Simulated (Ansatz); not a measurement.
Molecular dynamics, with input and output: GaNH4O (part 1 of 2)

- system: GaNH4O
- method: RHF/def2-SVP (Ansatz 0.2.0)

One setting was made poor on purpose. It belongs to a series of runs on one base structure; here: dynamics from the start. Figures and captions count atoms from 1; the log counts them from 0 in places.

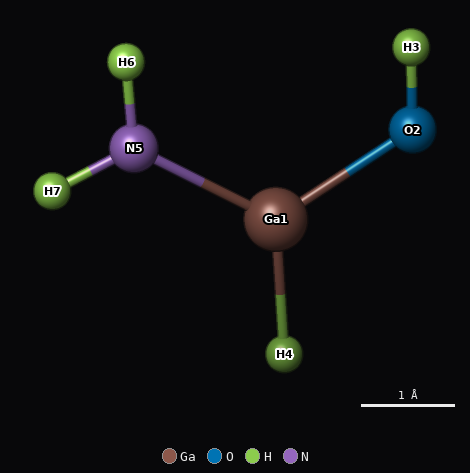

**Figure 1.** The input geometry (ball-and-stick view, seen at a tilt; atoms are numbered from 1 in the order of the input). Sticks mark near contacts. Bond lengths as drawn: Ga–H 1.56 Å, Ga–N 1.82 Å, Ga–O 1.78 Å, H–N 1.00 Å and H–O 0.94 Å.

## Results in brief

- outcome: finished
- mean temperature over the second half: 10200 K
- trajectory: 40 steps, 160 fs
- ensemble: nvt_langevin
- temperature in the input: 500.0 K
- time step: 4.0 fs
- potential energy (last step): −55865.6381 eV
- mean-field energy (last step): −55865.6381 eV
- largest force (length of the vector) (last step): 0.042 eV/Å
- hardware: 1 thread of AMD EPYC (Zen 5), 24 GiB of memory available, shared host
- wall time: 86 s
- peak memory: 0.18 GiB

A deliberately poor setting: time step. So short a trajectory is not equilibrated. The logged temperature at the start can lie below the typed one, since it is counted over all degrees of freedom. The temperature stays far from the 500 K of the thermostat over the second half: the run isn't equilibrated. The integration failed: the conserved energy drifts or the temperature runs away, so the later frames and the averages aren't results; the time step is too long for this system.

## Input
```yaml
crystal:
  periodic: [false, false, false]
  atoms:
    - { symbol: Ga, position_ang: [-0.038978, 0.054254, -0.047246] }
    - { symbol: O, position_ang: [-0.056152, -0.261645, 1.701511] }
    - { symbol: H, position_ang: [-0.863758, -0.438511, 2.154675] }
    - { symbol: H, position_ang: [1.326126, 0.350055, -0.732456] }
    - { symbol: "N", position_ang: [-1.621885, 0.013044, -0.934585] }
    - { symbol: H, position_ang: [-2.51171, -0.177785, -0.517994] }
    - { symbol: H, position_ang: [-1.715643, 0.179188, -1.916805] }
basis:
  gaussian: { orbitals: def2-SVP }
hamiltonian:
  xc: hf
md:
  timestep: 4.0
  n_steps: 40
  ensemble: nvt_langevin
  temperature: 500.0
  initial_velocities: maxwell_boltzmann
  seed: 392748
  friction: 0.05
```

Launch command:
```bash
ansatz run input.yaml --threads 1 --pin off --max-ram 2048MiB --backend cpu --events-out ev --progress --plain --runs-dir out
```

## Output
```
Engine: ansatz 0.2.0, x86_64-unknown-linux-gnu
Functional definition: HF
  exchange = exact_x
  correlation = 0
856 factors; integrals over basis functions are off by at most 4.8e-4 eV
mean field evaluation 1: about -55903.6502 eV, gradient 4.6e1 eV
mean field evaluation 2: about -55903.6909 eV, gradient 4.6e1 eV
mean field evaluation 4: about -55907.9794 eV, gradient 2.8e0 eV
mean field evaluation 8: about -55908.0110 eV, gradient 1.6e-4 eV
mean field -55908.01099149 eV, -2054.5815081264 hartree, gradient 1.3e-5 eV, S^2 0.000000; 0 other end points of the search recorded, 0 dependent functions left out
the calculation of the forces begins
reference -55908.01099149 eV, -2054.5815081264 hartree; 25, 25 occupied and 55, 55 virtual orbitals, 856 factors
md step     0: t =     0.00 fs  T =   428.6 K  F+E_penalty+E_count = -55908.01099149 eV  E_kin = 0.387780 eV  (33 SCF iters)
these checks for a lower state are left out or cut short: starts, cluster_reference, orbital_swaps, neighbouring_geometries, increment
856 factors; integrals over basis functions are off by at most 4.6e-4 eV
mean field evaluation 16: about -55907.4494 eV, gradient 1.6e-3 eV
mean field -55907.44942108 eV, -2054.5608707944 hartree, gradient 2.0e-5 eV, S^2 0.000000; 0 other end points of the search recorded, 0 dependent functions left out
[... from here on the field's lines of each further geometry are left out, up to the last ...]
md step     1: t =     4.00 fs  T =   947.7 K  F+E_penalty+E_count = -55907.44942108 eV  E_kin = 0.857485 eV  (32 SCF iters)
md step     2: t =     8.00 fs  T = 380827.0 K  F+E_penalty+E_count = -55885.28688058 eV  E_kin = 344.579924 eV  (40 SCF iters)
md step     3: t =    12.00 fs  T = 5559001.3 K  F+E_penalty+E_count = -55826.44077450 eV  E_kin = 5029.895530 eV  (64 SCF iters)
md step     4: t =    16.00 fs  T = 13039628.6 K  F+E_penalty+E_count = -55880.28089440 eV  E_kin = 11798.516667 eV  (119 SCF iters)
md step     5: t =    20.00 fs  T = 8736531.9 K  F+E_penalty+E_count = -55874.19593204 eV  E_kin = 7904.988752 eV  (237 SCF iters)
md step     6: t =    24.00 fs  T = 5878959.7 K  F+E_penalty+E_count = -55877.55733180 eV  E_kin = 5319.400231 eV  (535 SCF iters)
md step     7: t =    28.00 fs  T = 3944268.1 K  F+E_penalty+E_count = -55875.01851088 eV  E_kin = 3568.852600 eV  (196 SCF iters)
md step     8: t =    32.00 fs  T = 2651226.5 K  F+E_penalty+E_count = -55873.83982200 eV  E_kin = 2398.882728 eV  (269 SCF iters)
md step     9: t =    36.00 fs  T = 1777077.6 K  F+E_penalty+E_count = -55876.48371311 eV  E_kin = 1607.935305 eV  (313 SCF iters)
md step    10: t =    40.00 fs  T = 1816856.1 K  F+E_penalty+E_count = -55854.23986378 eV  E_kin = 1643.927707 eV  (407 SCF iters)
md step    11: t =    44.00 fs  T = 2469915.3 K  F+E_penalty+E_count = -55866.62356285 eV  E_kin = 2234.828716 eV  (675 SCF iters)
md step    12: t =    48.00 fs  T = 1649979.5 K  F+E_penalty+E_count = -55866.28630606 eV  E_kin = 1492.934401 eV  (685 SCF iters)
md step    13: t =    52.00 fs  T = 1102737.9 K  F+E_penalty+E_count = -55866.10793527 eV  E_kin = 997.779329 eV  (492 SCF iters)
md step    14: t =    56.00 fs  T = 735404.9 K  F+E_penalty+E_count = -55865.99328009 eV  E_kin = 665.409061 eV  (551 SCF iters)
md step    15: t =    60.00 fs  T = 487312.6 K  F+E_penalty+E_count = -55865.91498703 eV  E_kin = 440.930181 eV  (499 SCF iters)
md step    16: t =    64.00 fs  T = 330087.5 K  F+E_penalty+E_count = -55865.86044385 eV  E_kin = 298.669754 eV  (550 SCF iters)
md step    17: t =    68.00 fs  T = 220935.7 K  F+E_penalty+E_count = -55865.81936572 eV  E_kin = 199.907067 eV  (569 SCF iters)
md step    18: t =    72.00 fs  T = 147813.8 K  F+E_penalty+E_count = -55865.78619599 eV  E_kin = 133.744925 eV  (563 SCF iters)
md step    19: t =    76.00 fs  T = 97439.4 K  F+E_penalty+E_count = -55865.76091890 eV  E_kin = 88.165125 eV  (478 SCF iters)
md step    20: t =    80.00 fs  T = 67495.0 K  F+E_penalty+E_count = -55865.74051454 eV  E_kin = 61.070820 eV  (510 SCF iters)
md step    21: t =    84.00 fs  T = 45287.0 K  F+E_penalty+E_count = -55865.72485301 eV  E_kin = 40.976543 eV  (544 SCF iters)
md step    22: t =    88.00 fs  T = 30976.0 K  F+E_penalty+E_count = -55865.71331048 eV  E_kin = 28.027689 eV  (538 SCF iters)
md step    23: t =    92.00 fs  T = 20640.6 K  F+E_penalty+E_count = -55865.70401865 eV  E_kin = 18.676046 eV  (511 SCF iters)
md step    24: t =    96.00 fs  T = 14120.7 K  F+E_penalty+E_count = -55865.69611840 eV  E_kin = 12.776695 eV  (505 SCF iters)
md step    25: t =   100.00 fs  T =  9514.0 K  F+E_penalty+E_count = -55865.68885894 eV  E_kin = 8.608433 eV  (522 SCF iters)
md step    26: t =   104.00 fs  T =  6325.3 K  F+E_penalty+E_count = -55865.68188458 eV  E_kin = 5.723238 eV  (526 SCF iters)
md step    27: t =   108.00 fs  T =  4163.8 K  F+E_penalty+E_count = -55865.67503724 eV  E_kin = 3.767490 eV  (456 SCF iters)
md step    28: t =   112.00 fs  T =  3035.6 K  F+E_penalty+E_count = -55865.66964833 eV  E_kin = 2.746714 eV  (1578 SCF iters)
md step    29: t =   116.00 fs  T =  2354.0 K  F+E_penalty+E_count = -55865.66631252 eV  E_kin = 2.129956 eV  (474 SCF iters)
md step    30: t =   120.00 fs  T =  1834.3 K  F+E_penalty+E_count = -55865.66392872 eV  E_kin = 1.659703 eV  (503 SCF iters)
md step    31: t =   124.00 fs  T =  1314.3 K  F+E_penalty+E_count = -55865.66147269 eV  E_kin = 1.189190 eV  (490 SCF iters)
md step    32: t =   128.00 fs  T =  1417.4 K  F+E_penalty+E_count = -55865.65945695 eV  E_kin = 1.282503 eV  (345 SCF iters)
md step    33: t =   132.00 fs  T =  1192.3 K  F+E_penalty+E_count = -55865.65856800 eV  E_kin = 1.078861 eV  (467 SCF iters)
md step    34: t =   136.00 fs  T =  1017.3 K  F+E_penalty+E_count = -55865.65779291 eV  E_kin = 0.920472 eV  (475 SCF iters)
md step    35: t =   140.00 fs  T =   713.8 K  F+E_penalty+E_count = -55865.65625368 eV  E_kin = 0.645830 eV  (487 SCF iters)
md step    36: t =   144.00 fs  T =   736.4 K  F+E_penalty+E_count = -55865.65305267 eV  E_kin = 0.666339 eV  (469 SCF iters)
md step    37: t =   148.00 fs  T =   582.5 K  F+E_penalty+E_count = -55865.64840224 eV  E_kin = 0.527077 eV  (462 SCF iters)
md step    38: t =   152.00 fs  T =   485.8 K  F+E_penalty+E_count = -55865.64381746 eV  E_kin = 0.439518 eV  (449 SCF iters)
md step    39: t =   156.00 fs  T =   516.2 K  F+E_penalty+E_count = -55865.64051456 eV  E_kin = 0.467066 eV  (452 SCF iters)
the calculation of the forces begins
reference -55865.63810999 eV, -2053.0243334525 hartree; 25, 25 occupied and 55, 55 virtual orbitals, 821 factors
821 factors; integrals over basis functions are off by at most 6.1e-5 eV
mean field evaluation 1984: about -55865.6192 eV, gradient 6.8e-1 eV
mean field evaluation 2016: about -55865.6380 eV, gradient 1.4e-2 eV
mean field evaluation 2048: about -55863.4872 eV, gradient 2.5e1 eV
mean field evaluation 2080: about -55864.3288 eV, gradient 1.0e1 eV
mean field evaluation 2112: about -55849.6659 eV, gradient 1.4e1 eV
mean field evaluation 2144: about -55854.8237 eV, gradient 1.5e1 eV
mean field evaluation 2176: about -55849.5251 eV, gradient 7.3e0 eV
mean field evaluation 2208: about -55603.9416 eV, gradient 2.3e1 eV
mean field evaluation 2240: about -55865.6374 eV, gradient 6.4e-3 eV
mean field evaluation 2272: about -55842.8915 eV, gradient 6.2e1 eV
mean field evaluation 2304: about -55865.5034 eV, gradient 3.3e0 eV
mean field -55865.63810999 eV, -2053.0243334525 hartree, gradient 1.6e-10 eV, S^2 0.000000; 3 other end points of the search recorded, 0 dependent functions left out
the calculation of the forces begins
reference -55865.63810999 eV, -2053.0243334525 hartree; 25, 25 occupied and 55, 55 virtual orbitals, 821 factors
md step    40: t =   160.00 fs  T =   484.8 K  F+E_penalty+E_count = -55865.63810999 eV  E_kin = 0.438668 eV  (1518 SCF iters)
```

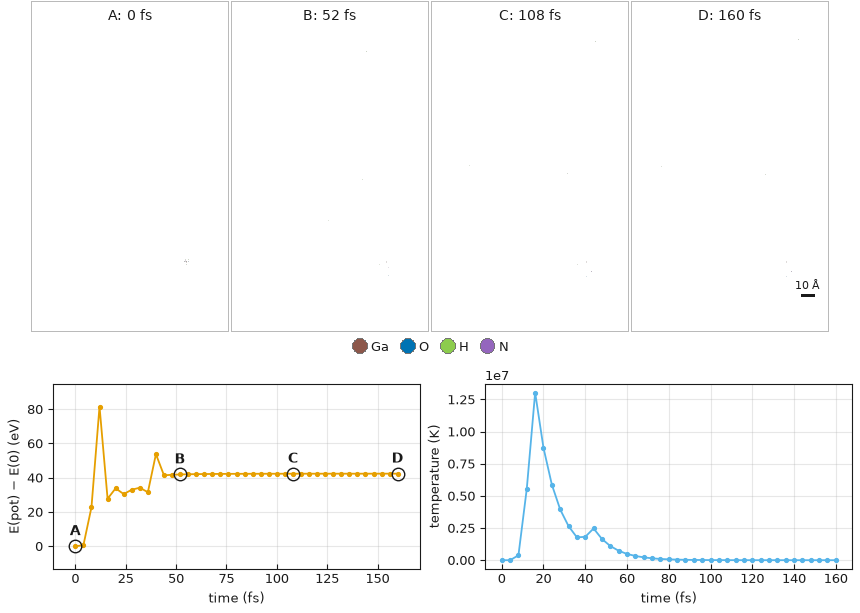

**Figure 2.** Frames of the molecular dynamics (ball-and-stick, seen at a tilt) above the curves, on which the letters mark them. The trajectory kept here has 41 frames over 160 fs. The temperature starts at 429 K, ranges from 429 to 13039629 K and averages 10200 K over the second half. The potential energy ends 42.373 eV above its first value. After an unweighted best fit of the last frame on the first, the root-mean-square displacement is 128.12 Å, and H3 has moved furthest (281.35 Å).

```
Total energy: -55865.63810999 eV, -2053.0243334525 hartree
Atom 0 at     0.187880    -0.190341     0.925021 Å, force     0.038682     0.011899    -0.010319 eV/Å
Atom 1 at    18.506402     6.785344    -7.440435 Å, force    -0.000076    -0.000056     0.000109 eV/Å
Atom 2 at  -289.424012  -122.350781   148.042850 Å, force     0.000055     0.000026    -0.000034 eV/Å
Atom 3 at   -96.486590     2.707620   -83.537566 Å, force     0.000066    -0.000106     0.000463 eV/Å
Atom 4 at    10.759419     2.019936     0.970270 Å, force    -0.040066    -0.004059    -0.012048 eV/Å
Atom 5 at  -100.539608   -25.030561    22.219984 Å, force     0.000136     0.000126    -0.000401 eV/Å
Atom 6 at     5.065621     5.625369   -12.244652 Å, force     0.001204    -0.007830     0.022229 eV/Å
Dipole moment:    71.993927    20.615438   -10.335908 e Å
```

## Trajectory as extended XYZ (Å, eV, eV/Å), 41 frames, from step=0 to step=40
```
7
Properties=species:S:1:pos:R:3:forces:R:3 step=0 time_fs=0.0 energy=-55908.01099 temperature=428.6
Ga   -0.0390    0.0543   -0.0472   -0.0093  -0.0028   0.0085
O    -0.0562   -0.2616    1.7015    0.0046   0.0033  -0.0032
H    -0.8638   -0.4385    2.1547    0.0000  -0.0023   0.0000
H     1.3261    0.3501   -0.7325   -0.0008  -0.0001  -0.0012
N    -1.6219    0.0130   -0.9346    0.0037   0.0000   0.0036
H    -2.5117   -0.1778   -0.5180    0.0036   0.0019  -0.0017
H    -1.7156    0.1792   -1.9168   -0.0018  -0.0001  -0.0060
7
Properties=species:S:1:pos:R:3:forces:R:3 step=1 time_fs=4.0 energy=-55907.44942 temperature=947.7
Ga   -0.0417    0.0510   -0.0433   -0.7095   0.0058   0.2180
O    -0.0410   -0.2868    1.6984    1.5590   0.1967  -0.9691
H    -0.8051   -0.4018    2.1865   -1.6491  -0.2819   1.0176
H     1.3295    0.4013   -0.6241    0.3338   0.0627  -0.3350
N    -1.6267    0.0414   -0.9564   -3.2945  -2.3737   6.2160
H    -2.6526   -0.2289   -0.5680    4.1695   1.0500  -1.3631
H    -1.6994    0.2993   -1.8421   -0.4092   1.3405  -4.7844
7
Properties=species:S:1:pos:R:3:forces:R:3 step=2 time_fs=8.0 energy=-55885.28688 temperature=380827.0
Ga   -0.0456    0.0452   -0.0374   -0.4646   0.4840  -0.8868
O    -0.0188   -0.3000    1.6815   -5.7570  -1.1280   4.8180
H    -0.9973   -0.4468    2.3390    5.7214   0.8573  -4.0772
H     1.4070    0.4358   -0.5117   -0.4810  -0.1388  -0.3047
N    -1.6683    0.0519   -0.9082  129.1231  33.2550 -37.2461
H    -2.1755   -0.0727   -0.7814  -128.4215 -31.3501  31.5987
H    -1.7412    0.5437   -2.4423    0.2797  -1.9795   6.0981
7
Properties=species:S:1:pos:R:3:forces:R:3 step=3 time_fs=12.0 energy=-55826.44078 temperature=5559001.3
Ga   -0.0506    0.0403   -0.0300   10.8351 -11.1040  40.0938
O    -0.0573   -0.3139    1.6952  380.3602 156.4551 -194.7187
H    -0.3679   -0.4416    1.8531  -380.6827 -156.6676 194.3402
H     1.3982    0.4323   -0.4159    1.6315   0.4265  -0.7137
N    -0.4060    0.3937   -1.2516  -16.5612  10.7233 -40.8954
H   -19.6142   -4.2568    3.4829    0.0163   0.0039  -0.0039
H    -1.7349    0.4168   -2.0632    4.4008   0.1628   1.8978
7
Properties=species:S:1:pos:R:3:forces:R:3 step=4 time_fs=16.0 energy=-55880.28089 temperature=13039628.6
Ga   -0.0334    0.0145    0.0580   -0.3765   0.1004  -0.5351
O     3.2390    1.0376   -0.0132   -0.2455  -0.0540  -0.0365
H   -52.9197  -22.3403   28.5416    0.0041   0.0031  -0.0046
H     1.5765    0.4881   -0.4431   -1.5783   0.1435  -1.2871
N     0.4772    0.7725   -1.9618   -1.1256  -0.6736   1.3987
H   -33.8567   -7.6394    7.0438   -0.0041  -0.0031   0.0046
H    -1.1527    0.3214   -1.4677    3.3260   0.4838   0.4601
7
Properties=species:S:1:pos:R:3:forces:R:3 step=5 time_fs=20.0 energy=-55874.19593 temperature=8736531.9
Ga   -0.0168   -0.0046    0.1308    4.6469  -4.8627  18.2087
O     5.9307    2.1301   -1.4181   -0.0029  -0.0012   0.0009
H   -95.9723  -40.3077   50.4007    0.0010   0.0006  -0.0008
H     1.5057    0.5568   -0.6591    1.2654   0.8551  -1.9618
N     1.2024    1.0791   -2.5438    0.1029  -1.0838   3.5682
H   -45.5550  -10.3890   10.0191   -0.0010  -0.0006   0.0008
H    -0.2038    0.2939   -0.9246   -6.0122   5.0926 -19.8159
7
Properties=species:S:1:pos:R:3:forces:R:3 step=6 time_fs=24.0 energy=-55877.55733 temperature=5878959.7
Ga    0.0099   -0.0273    0.2295    1.1527   0.6059  -1.2500
O     8.1452    3.0118   -2.5630   -0.0020  -0.0006   0.0002
H  -131.2141  -55.0532   68.2709    0.0005   0.0003  -0.0004
H     1.6729    0.7166   -1.1460   -0.7481   0.0073  -0.4361
N     1.7966    1.3207   -2.9809   -4.0711  -1.3264   1.2444
H   -55.1858  -12.6490   12.4502   -0.0005  -0.0003   0.0004
H    -0.2017    0.9367   -3.2319    3.6685   0.7138   0.4414
7
Properties=species:S:1:pos:R:3:forces:R:3 step=7 time_fs=28.0 energy=-55875.01851 temperature=3944268.1
Ga    0.0369   -0.0460    0.3040    0.8138   0.4734  -1.1319
O     9.9645    3.7231   -3.4921   -0.0008  -0.0002   0.0000
H  -160.0761  -67.1793   82.8963    0.0003   0.0002  -0.0002
H     1.7262    0.8142   -1.6449   -0.2267   0.3202  -0.8460
N     2.2463    1.5062   -3.3175   -2.2820  -0.7126   0.2165
H   -63.1093  -14.5345   14.4158   -0.0003  -0.0002   0.0002
H     0.3558    1.5337   -5.0614    1.6958  -0.0808   1.7614
7
Properties=species:S:1:pos:R:3:forces:R:3 step=8 time_fs=32.0 energy=-55873.83982 temperature=2651226.5
Ga    0.0634   -0.0642    0.3548    0.2008   0.1608  -0.4362
O    11.4591    4.3037   -4.2575   -0.0006  -0.0001   0.0000
H  -183.7064  -77.1731   94.8597    0.0002   0.0001  -0.0001
H     1.7108    0.9633   -2.2307    1.9330   1.5028  -2.8985
N     2.5937    1.6498   -3.5944   -2.4396  -1.5486   2.6415
H   -69.6228  -16.0844   16.0345    0.0001   0.0000   0.0001
H     1.0499    2.0272   -6.3313    0.3061  -0.1150   0.6933
7
Properties=species:S:1:pos:R:3:forces:R:3 step=9 time_fs=36.0 energy=-55876.48371 temperature=1777077.6
Ga    0.0858   -0.0825    0.3955    0.0049   0.0216  -0.0685
O    12.6808    4.7788   -4.8864   -0.0005  -0.0001   0.0000
H  -203.0641  -85.3713  104.6171    0.0002   0.0001  -0.0001
H     1.9579    1.2920   -3.1596    3.3087   1.7127  -2.5130
N     2.8524    1.7452   -3.7986   -3.2894  -1.6785   2.4015
H   -75.0071  -17.3581   17.4289    0.0003   0.0000   0.0000
H     1.6466    2.3875   -7.2856   -0.0242  -0.0558   0.1802
7
Properties=species:S:1:pos:R:3:forces:R:3 step=10 time_fs=40.0 energy=-55854.23986 temperature=1816856.1
Ga    0.1011   -0.1007    0.4312    0.0516   0.0361  -0.0931
O    13.6813    5.1596   -5.3919   -0.0003  -0.0001   0.0000
H  -218.8936  -92.0830  112.5938    0.0001   0.0001  -0.0001
H     2.6169    1.7837   -4.2336  -133.0045  -5.2739 -96.8197
N     3.0298    1.8006   -3.9347  132.9855   5.2832  96.7706
H   -79.4782  -18.4483   18.6192    0.0003   0.0000   0.0000
H     2.1004    2.6066   -8.0452   -0.0328  -0.0455   0.1422
7
Properties=species:S:1:pos:R:3:forces:R:3 step=11 time_fs=44.0 energy=-55866.62356 temperature=2469915.3
Ga    0.1097   -0.1173    0.4594    0.1589   0.0780  -0.1464
O    14.5047    5.4754   -5.8036   -0.0003  -0.0001   0.0001
H  -231.8430  -97.6234  119.1003    0.0001   0.0001  -0.0001
H   -15.3602    1.4731  -18.5881    0.0086   0.0001   0.0070
N     4.5152    1.9025   -3.0576   -0.1885  -0.0587   0.0415
H   -83.1841  -19.3610   19.6183    0.0002   0.0000   0.0000
H     2.4839    2.8092   -8.6619    0.0209  -0.0194   0.0979
```
